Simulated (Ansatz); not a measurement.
Cell of TiO2-1T on TiO2-1T (facing atoms over hollows or bridges), with its geometry taken from a PBE+D3(BJ) run:

```yaml
crystal:
  lattice:
    - [2.97700, 0.00000, 0.00000]
    - [-1.48850, 2.57816, 0.00000]
    - [0.00000, 0.00000, 25.72600]
  atoms:
    - { symbol: O, position: [0.66667, 0.33333, 0.37331] }
    - { symbol: Ti, position: [0.00000, 0.00000, 0.41099] }
    - { symbol: O, position: [0.33333, 0.66667, 0.44853] }
    - { symbol: O, position: [0.66667, 0.33333, 0.55149] }
    - { symbol: Ti, position: [0.00000, 0.00000, 0.58903] }
    - { symbol: O, position: [0.33333, 0.66667, 0.62670] }
```

Method: HSE06 (plane waves to 420 eV, PAW; Ansatz, a quantum-chemistry and plane-wave program). Scalar-relativistic, without spin–orbit coupling; the runs are not spin-polarised. Its k-point mesh 9×9×1, Fermi–Dirac width 0.01 eV. HSE06 ran on meshes of its own (9×9×1); its edges and gaps are taken over the mesh and over extra points off it, mostly where PBE has its edges. A dipole correction is on.

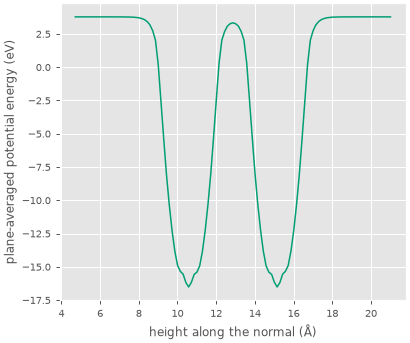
Figure: Smooth (PAW) electrostatic potential energy of an electron, averaged over planes, about its mean

The curve spans 20.3 eV over the stretch drawn.
